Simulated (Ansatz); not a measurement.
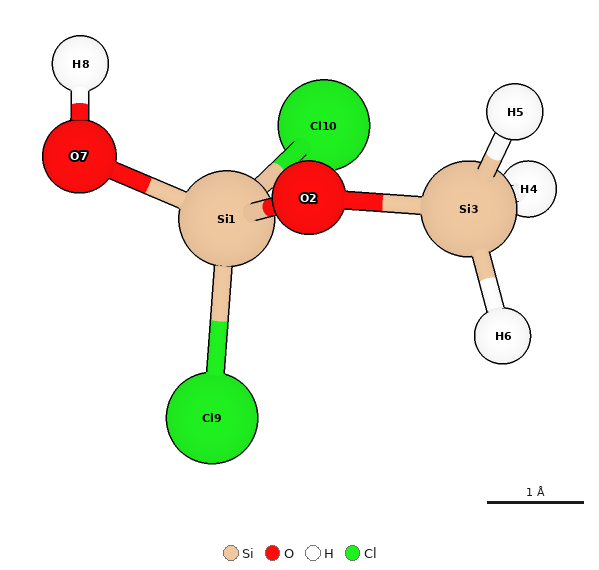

**Figure 1.** The input geometry (ball-and-stick view, seen at a tilt; atoms are numbered from 1 in the order of the input).

# Geometry relaxation, with input and output: Si₂H₄Cl₂O₂ (part 1 of 2)

System: Si₂H₄Cl₂O₂.
Method: RKS LDA/def2-SVP (Ansatz 0.2.0).

The run did not end well. It belongs to a series of runs on one base structure; here: start relaxed.

The input:
```yaml
crystal:
  periodic: [false, false, false]
  atoms:
    - { symbol: Si, position_ang: [0.0, 0.0, 0.0] }
    - { symbol: O, position_ang: [0.0, 0.0, 1.68] }
    - { symbol: Si, position_ang: [-1.3147, -0.4067, 2.6436] }
    - { symbol: H, position_ang: [-2.239, -1.2403, 1.8804] }
    - { symbol: H, position_ang: [-0.8506, -1.1432, 3.8157] }
    - { symbol: H, position_ang: [-1.9987, 0.8095, 3.0733] }
    - { symbol: O, position_ang: [1.5842, 0.0, -0.5594] }
    - { symbol: H, position_ang: [1.9006, -0.9521, -0.6761] }
    - { symbol: Cl, position_ang: [-1.0032, 1.7381, -0.7093] }
    - { symbol: Cl, position_ang: [-1.0032, -1.7381, -0.7093] }
basis:
  gaussian: { orbitals: def2-SVP }
hamiltonian:
  xc: lda
relax:
  f_tol: 0.02
  max_steps: 40
output:
  orbitals: {}
```

Machine: 2 threads of Arm Neoverse V1, 24 GiB of memory available, shared host.

Launch command:
```bash
ansatz run input.yaml --threads 2 --pin off --max-ram 3072MiB --backend cpu --events-out ev --progress --plain --runs-dir out
```

Log:
```
The last accepted step is kept in [file] (removed where the run ends without a failure and the disk answers)
Engine: ansatz 0.2.0, aarch64-unknown-linux-gnu
Functional definition: SPW92
  exchange = slater_x
  correlation = pw_c
1300 factors; their error is unknown
mean field evaluation 1: about -44766.3566 eV, gradient 7.3e1 eV
mean field evaluation 2: about -44704.9501 eV, gradient 1.9e2 eV
mean field evaluation 4: about -44775.5137 eV, gradient 1.1e1 eV
mean field evaluation 8: about -44775.8183 eV, gradient 6.1e-2 eV
mean field evaluation 16: about -44775.7293 eV, gradient 2.9e-5 eV
mean field -44775.72925958 eV, -1645.4777002103 hartree, gradient 2.9e-5 eV, S^2 0.000000; 0 other end points of the search recorded, 0 dependent functions left out
the calculation of the forces begins
reference -44775.72929355 eV, -1645.4777014585 hartree; 41, 41 occupied and 79, 79 virtual orbitals, 1300 factors
relax step   1: F+E_penalty+E_count = -44775.72925958 eV  Δ(F+E_penalty+E_count) = +0.000e0 eV  max|allowed force component| = 1.552e0 eV/Å  Δτ_max = 0.0000 Å  (27 SCF iters, accepted)
these checks for a lower state are left out or cut short: starts, cluster_reference, orbital_swaps, neighbouring_geometries, increment
1300 factors; their error is unknown
mean field -44776.00622669 eV, -1645.4878785637 hartree, gradient 1.8e-5 eV, S^2 0.000000; 0 other end points of the search recorded, 0 dependent functions left out
[... from here on the field's lines of each further geometry are left out, up to the last ...]
relax step   2: F+E_penalty+E_count = -44776.00622669 eV  Δ(F+E_penalty+E_count) = -2.770e-1 eV  max|allowed force component| = 8.308e-1 eV/Å  Δτ_max = 0.1131 Å  (28 SCF iters, accepted)
relax step   3: F+E_penalty+E_count = -44776.04846542 eV  Δ(F+E_penalty+E_count) = -4.224e-2 eV  max|allowed force component| = 4.191e-1 eV/Å  Δτ_max = 0.0529 Å  (30 SCF iters, accepted)
relax step   4: F+E_penalty+E_count = -44776.06906885 eV  Δ(F+E_penalty+E_count) = -2.060e-2 eV  max|allowed force component| = 2.426e-1 eV/Å  Δτ_max = 0.1142 Å  (29 SCF iters, accepted)
relax step   5: F+E_penalty+E_count = -44776.07384071 eV  Δ(F+E_penalty+E_count) = -4.772e-3 eV  max|allowed force component| = 1.742e-1 eV/Å  Δτ_max = 0.1015 Å  (28 SCF iters, accepted)
relax step   6: F+E_penalty+E_count = -44776.07766150 eV  Δ(F+E_penalty+E_count) = -3.821e-3 eV  max|allowed force component| = 4.950e-2 eV/Å  Δτ_max = 0.0220 Å  (30 SCF iters, accepted)
relax step   7: F+E_penalty+E_count = -44776.07951549 eV  Δ(F+E_penalty+E_count) = -1.854e-3 eV  max|allowed force component| = 1.803e-1 eV/Å  Δτ_max = 0.0481 Å  (28 SCF iters, accepted)
relax step   8: F+E_penalty+E_count = -44776.07955363 eV  Δ(F+E_penalty+E_count) = -3.814e-5 eV  max|allowed force component| = 2.200e-1 eV/Å  Δτ_max = 0.0068 Å  (29 SCF iters, accepted)
relax step   9: F+E_penalty+E_count = -44776.08304479 eV  Δ(F+E_penalty+E_count) = -3.491e-3 eV  max|allowed force component| = 1.697e-2 eV/Å  Δτ_max = 0.1010 Å  (28 SCF iters, accepted)
relax step  10: F+E_penalty+E_count = -44776.04214966 eV  Δ(F+E_penalty+E_count) = +4.090e-2 eV  max|allowed force component| = 1.337e0 eV/Å  Δτ_max = 0.1881 Å  (34 SCF iters, rejected (line search))
relax step  11: F+E_penalty+E_count = -44776.08353882 eV  Δ(F+E_penalty+E_count) = -4.940e-4 eV  max|allowed force component| = 4.087e-2 eV/Å  Δτ_max = 0.0209 Å  (29 SCF iters, accepted)
relax step  12: F+E_penalty+E_count = -44776.08399753 eV  Δ(F+E_penalty+E_count) = -4.587e-4 eV  max|allowed force component| = 1.798e-1 eV/Å  Δτ_max = 0.0580 Å  (28 SCF iters, accepted)
relax step  13: F+E_penalty+E_count = -44776.08468795 eV  Δ(F+E_penalty+E_count) = -6.904e-4 eV  max|allowed force component| = 9.587e-2 eV/Å  Δτ_max = 0.0398 Å  (28 SCF iters, accepted)
relax step  14: F+E_penalty+E_count = -44776.08548515 eV  Δ(F+E_penalty+E_count) = -7.972e-4 eV  max|allowed force component| = 1.555e-2 eV/Å  Δτ_max = 0.0341 Å  (28 SCF iters, accepted)
relax step  15: F+E_penalty+E_count = -44776.08625680 eV  Δ(F+E_penalty+E_count) = -7.716e-4 eV  max|allowed force component| = 7.331e-2 eV/Å  Δτ_max = 0.0657 Å  (28 SCF iters, accepted)
relax step  16: F+E_penalty+E_count = -44776.08564863 eV  Δ(F+E_penalty+E_count) = +6.082e-4 eV  max|allowed force component| = 2.249e-1 eV/Å  Δτ_max = 0.1373 Å  (28 SCF iters, rejected (line search))
relax step  17: F+E_penalty+E_count = -44776.08709214 eV  Δ(F+E_penalty+E_count) = -8.353e-4 eV  max|allowed force component| = 9.153e-2 eV/Å  Δτ_max = 0.0668 Å  (28 SCF iters, accepted)
relax step  18: F+E_penalty+E_count = -44776.08718781 eV  Δ(F+E_penalty+E_count) = -9.566e-5 eV  max|allowed force component| = 1.156e-1 eV/Å  Δτ_max = 0.0836 Å  (28 SCF iters, accepted)
relax step  19: F+E_penalty+E_count = -44776.08850703 eV  Δ(F+E_penalty+E_count) = -1.319e-3 eV  max|allowed force component| = 8.614e-2 eV/Å  Δτ_max = 0.0145 Å  (30 SCF iters, accepted)
relax step  20: F+E_penalty+E_count = -44776.09010519 eV  Δ(F+E_penalty+E_count) = -1.598e-3 eV  max|allowed force component| = 2.042e-2 eV/Å  Δτ_max = 0.0381 Å  (28 SCF iters, accepted)
relax step  21: F+E_penalty+E_count = -44776.09109835 eV  Δ(F+E_penalty+E_count) = -9.932e-4 eV  max|allowed force component| = 2.158e-1 eV/Å  Δτ_max = 0.1118 Å  (27 SCF iters, accepted)
relax step  22: F+E_penalty+E_count = -44776.09083844 eV  Δ(F+E_penalty+E_count) = +2.599e-4 eV  max|allowed force component| = 6.178e-2 eV/Å  Δτ_max = 0.0419 Å  (27 SCF iters, rejected (line search))
relax step  23: F+E_penalty+E_count = -44776.09200450 eV  Δ(F+E_penalty+E_count) = -9.062e-4 eV  max|allowed force component| = 9.049e-2 eV/Å  Δτ_max = 0.0122 Å  (29 SCF iters, accepted)
relax step  24: F+E_penalty+E_count = -44776.09258178 eV  Δ(F+E_penalty+E_count) = -5.773e-4 eV  max|allowed force component| = 2.510e-2 eV/Å  Δτ_max = 0.0311 Å  (27 SCF iters, accepted)
relax step  25: F+E_penalty+E_count = -44776.09271293 eV  Δ(F+E_penalty+E_count) = -1.312e-4 eV  max|allowed force component| = 1.097e-1 eV/Å  Δτ_max = 0.1197 Å  (28 SCF iters, accepted)
relax step  26: F+E_penalty+E_count = -44776.09338053 eV  Δ(F+E_penalty+E_count) = -6.676e-4 eV  max|allowed force component| = 5.197e-2 eV/Å  Δτ_max = 0.0288 Å  (29 SCF iters, accepted)
relax step  27: F+E_penalty+E_count = -44776.09359601 eV  Δ(F+E_penalty+E_count) = -2.155e-4 eV  max|allowed force component| = 3.505e-2 eV/Å  Δτ_max = 0.0073 Å  (30 SCF iters, accepted)
relax step  28: F+E_penalty+E_count = -44776.09402722 eV  Δ(F+E_penalty+E_count) = -4.312e-4 eV  max|allowed force component| = 2.269e-2 eV/Å  Δτ_max = 0.0273 Å  (28 SCF iters, accepted)
relax step  29: F+E_penalty+E_count = -44776.09394664 eV  Δ(F+E_penalty+E_count) = +8.058e-5 eV  max|allowed force component| = 1.262e-1 eV/Å  Δτ_max = 0.0428 Å  (28 SCF iters, rejected (line search))
relax step  30: F+E_penalty+E_count = -44776.09426738 eV  Δ(F+E_penalty+E_count) = -2.402e-4 eV  max|allowed force component| = 1.348e-2 eV/Å  Δτ_max = 0.0214 Å  (29 SCF iters, accepted)
relax step  31: F+E_penalty+E_count = -44776.09357731 eV  Δ(F+E_penalty+E_count) = +6.901e-4 eV  max|allowed force component| = 2.149e-1 eV/Å  Δτ_max = 0.0551 Å  (28 SCF iters, rejected (line search))
relax step  32: F+E_penalty+E_count = -44776.09442644 eV  Δ(F+E_penalty+E_count) = -1.591e-4 eV  max|allowed force component| = 5.002e-2 eV/Å  Δτ_max = 0.0268 Å  (27 SCF iters, accepted)
relax step  33: F+E_penalty+E_count = -44776.09450660 eV  Δ(F+E_penalty+E_count) = -8.016e-5 eV  max|allowed force component| = 6.680e-2 eV/Å  Δτ_max = 0.0162 Å  (29 SCF iters, accepted)
relax step  34: F+E_penalty+E_count = -44776.09461671 eV  Δ(F+E_penalty+E_count) = -1.101e-4 eV  max|allowed force component| = 8.432e-2 eV/Å  Δτ_max = 0.0234 Å  (28 SCF iters, accepted)
relax step  35: F+E_penalty+E_count = -44776.09477946 eV  Δ(F+E_penalty+E_count) = -1.627e-4 eV  max|allowed force component| = 9.857e-2 eV/Å  Δτ_max = 0.0256 Å  (29 SCF iters, accepted)
relax step  36: F+E_penalty+E_count = -44776.09497091 eV  Δ(F+E_penalty+E_count) = -1.915e-4 eV  max|allowed force component| = 1.094e-1 eV/Å  Δτ_max = 0.0299 Å  (29 SCF iters, accepted)
relax step  37: F+E_penalty+E_count = -44776.09697725 eV  Δ(F+E_penalty+E_count) = -2.006e-3 eV  max|allowed force component| = 1.162e-1 eV/Å  Δτ_max = 0.1159 Å  (28 SCF iters, accepted)
relax step  38: F+E_penalty+E_count = -44776.09760598 eV  Δ(F+E_penalty+E_count) = -6.287e-4 eV  max|allowed force component| = 1.107e-1 eV/Å  Δτ_max = 0.0262 Å  (29 SCF iters, accepted)
the calculation of the forces begins
reference -44776.09747155 eV, -1645.4912317505 hartree; 41, 41 occupied and 79, 79 virtual orbitals, 1300 factors
relax step  39: F+E_penalty+E_count = -44776.09743659 eV  Δ(F+E_penalty+E_count) = +1.694e-4 eV  max|allowed force component| = 1.878e-1 eV/Å  Δτ_max = 0.0497 Å  (28 SCF iters, rejected (line search))
these checks for a lower state are left out or cut short: starts, cluster_reference, orbital_swaps, neighbouring_geometries, increment
1300 factors; their error is unknown
mean field evaluation 288: about -44776.0986 eV, gradient 1.9e-5 eV
mean field -44776.09857567 eV, -1645.4912723264 hartree, gradient 1.1e-5 eV, S^2 0.000000; 0 other end points of the search recorded, 0 dependent functions left out
the calculation of the forces begins
reference -44776.09861067 eV, -1645.4912736124 hartree; 41, 41 occupied and 79, 79 virtual orbitals, 1300 factors
relax step  40: F+E_penalty+E_count = -44776.09857567 eV  Δ(F+E_penalty+E_count) = -9.697e-4 eV  max|allowed force component| = 6.242e-2 eV/Å  Δτ_max = 0.0243 Å  (29 SCF iters, accepted)
```

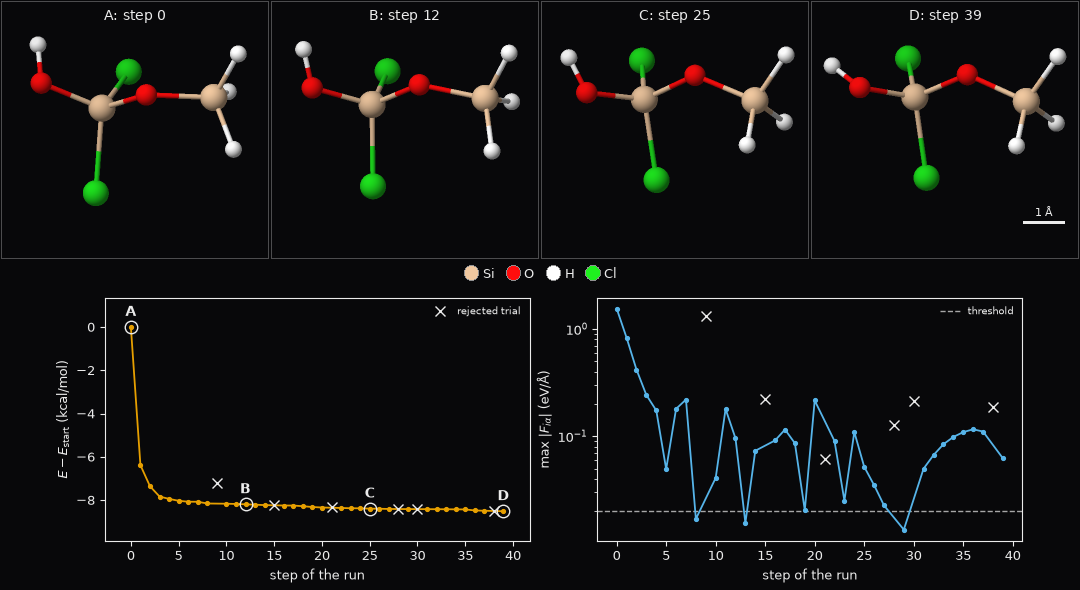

**Figure 2.** Frames of the relaxation (ball-and-stick view, seen at a tilt) above the curves, on which the letters mark them (the first geometry is step 0 here and step 1 in the log).

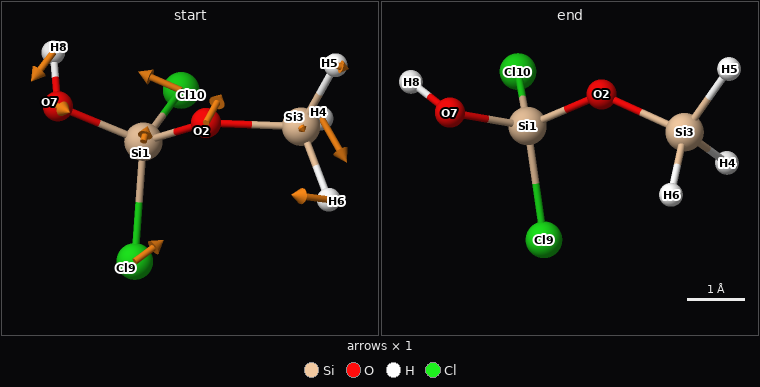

**Figure 3.** Before (left) and after (right) the relaxation, at one scale (ball-and-stick view, seen at a tilt). The orange arrows give the displacements, at true length. The relaxation stopped without meeting its thresholds, so the last structure isn't shown to be converged. The largest move after the best rigid fit is that of H4, 0.94 Å. Largest moves by element: H 0.94 Å, Cl 0.85 Å, O 0.83 Å, Si 0.34 Å. Distances before and after: Si1–Cl10 2.128 → 2.044 Å, Si1–Cl9 2.128 → 2.045 Å, Si1–O2 1.680 → 1.628 Å, Si3–H4 1.460 → 1.504 Å. Among the angles that change: Si1–O2–Si3 125.0° → 134.8°, Si1–O7–H8 109.5° → 115.5°, O2–Si3–H5 109.5° → 106.5°. Over 39 geometry steps the energy falls by 8.52 kcal/mol. The largest force component goes from 1.6 to 0.062 eV/Å. The line search rejected the trial steps at points 9, 15, 21, 28, 30, 38 (counted from 0) and went back. (Atoms are counted from 1 in the order of the input.)

```
Unfinished report: {"positions_ang":[[-0.021651716517968128,-0.32818530437544646,-0.03404876380888005],[-0.2792223781230444,-0.7689967108234066,1.51177145627922],[-1.3801821701452495,-0.33257860566311037,2.6971170637996975],[-2.7839005503380303,-0.5681355142309857,2.2103272179279654],[-1.0934619979469478,-1.2009808836311655,3.886180092694396],[-1.2024042964235668,1.1160432220256984,3.05862422319317],[1.516581311613299,0.17764919276006966,-0.24675063843084466],[2.0332181757964087,-0.3154408915568082,-0.9111224686034375],[-1.320674134926013,1.1948760887381729,-0.4545761944418147],[-0.3929022429888876,-1.9070505932430182,-1.2786219886094703]],"unchecked":["starts","cluster_reference","orbital_swaps","neighbouring_geometries","increment"],"mean_field":{"relativity":"none","state":{"energy":{"ev":-44776.0986106697,"hartree":-1645.4912736123988},"converged":true,"gradient_ev":0.000010815201834943506,"stability":{"kind":"minimum","curvature_ev":88.09629848490691},"curvature_floor_ev":0.00030000000000000003,"spin_squared":-2.842170943040401e-14},"others":[],"fillings":{"estimated":0,"unestimated":0,"tried":0,"untried":0,"excluded_magnetic_sites":0},"n_dropped_functions":0,"n_trapped_functions":0,"passes":{"evaluations":4,"products":25},"factors":{"origin":"density fitting in generated functions","count":1300,"bound_ev":null},"gradient_stop_ev":0.00009,"reference_kind":"stationary","functional":{"name":"SPW92","citations":["Dirac, Proc. Camb. Phil. Soc. 26, 376 (1930) doi:10.1017/S0305004100016108","Slater, Phys. Rev. 81, 385 (1951) doi:10.1103/PhysRev.81.385","Perdew & Wang, Phys. Rev. B 45, 13244 (1992) doi:10.1103/PhysRevB.45.13244"],"text":"name \"SPW92\"\ncite \"Dirac, Proc. Camb. Phil. Soc. 26, 376 (1930) doi:10.1017/S0305004100016108\"\ncite \"Slater, Phys. Rev. 81, 385 (1951) doi:10.1103/PhysRev.81.385\"\ncite \"Perdew & Wang, Phys. Rev. B 45, 13244 (1992) doi:10.1103/PhysRevB.45.13244\"\nexchange = slater_x\ncorrelation = pw_c\n","final_grid":{"core_spheres":13.0,"valence_spheres":11.0,"degree":36.0},"final_grid_parameter_source":"default","radial_points_factor":1.0,"radial_grid_error_ev":2.4352219540683396e-10,"grid_sensitivity":"normal","grid_sensitivity_ratio":0.0},"unsmoothed_excess_ev":-0.00003499498284323278,"symmetry":{"irreps":["A"],"axes":[[0.9999948057245693,0.0029115169669939336,-0.0013826036422976496],[-0.00290293731590237,0.9999767677121634,0.006167413629224262],[0.001400528050675824,-0.0061633679822728485,0.9999800255086568]],"occupied":[{"A":41},{"A":41}]},"density_repulsion":{"missed_ev":0.0001050542584735846,"excess_ev":0.00010505422378844096,"most_excess_ev":0.0010659999999999999,"are_drawn_again":false,"n_first_factors":1300,"energy_change_ev":0.0,"n_dropped_ends":0},"direct_passes":"host"},"factors":{"origin":"density fitting in generated functions","count":1300,"bound_ev":null},"n_frozen":0,"n_occupied":[41,41],"n_virtual":[79,79],"reference":{"ev":-44776.0986106697,"hartree":-1645.4912736123988},"total":{"ev":-44776.0986106697,"hartree":-1645.4912736123988},"forces_ev_per_angstrom":[[-0.0022519424997840356,0.0026447917078821436,0.014028811435763735],[0.010783143652672656,0.010025838741164847,-0.0043679459153600905],[-0.00023271335808723725,0.0011994130547301964,0.00008239644854508133],[-0.0006583696528800859,-0.00004129960624711233,-0.0002903422603009457],[-0.0017608616137373028,0.0005876022790524457,-0.0000950072687601091],[-0.001194093368282102,-0.00006920857039471516,0.0007581678980383229],[0.0036944336603880095,-0.06242190943855965,-0.028332110913875733],[-0.011204330620131002,0.04724781962829482,0.023842010953282634],[0.0012268673454849286,-0.00018754057271272087,-0.0021287787980306993],[0.0015978664338878918,0.0010144927747987283,-0.0034972015885474644]],"charge_distribution":{"dipole_moment_e_ang":[0.13779897807058403,-0.09655429014245315,-0.03352379787245941],"mulliken_charges_e":[0.597920575318776,-0.4130504382094866,0.355498939383871,-0.03661347408141613,-0.04001500536922675,-0.03484923644489979,-0.2973748435405863,0.22411999328320864,-0.1748391140835004,-0.18079739625674662],"lowdin_charges_e":[-0.4024887137678892,-0.002750362476774626,0.23307915010400038,-0.0670403614059818,-0.06535031587179385,-0.06683688566143009,0.09291749138223437,0.012249221408978883,0.1427981239343623,0.12342265235421124]},"orbitals_path":"[file]","n_threads":2,"memory_gib":2.556818182580173,"seconds":{"hamiltonian":1.628260472,"orbitals":0.0,"second_order":0.0,"solver_start":0.0,"cycles":0.0,"cycle":0.0,"perturbative":0.0,"full_ci_increment":0.0,"forces":0.0}}
this run last wrote the structure of step 40 to [file]
Error: geometry relaxation did not converge after 40 steps: max|allowed force component| = 6.24e-2 eV/Å (threshold 2.0e-2). Raise `relax.max_steps` over both its present limit and 40, loosen `relax.f_tol`, or start from a geometry closer to equilibrium. Where this run's directory can be resumed (`checkpoint.write`), a resume goes on for up to `relax.max_steps` more
```
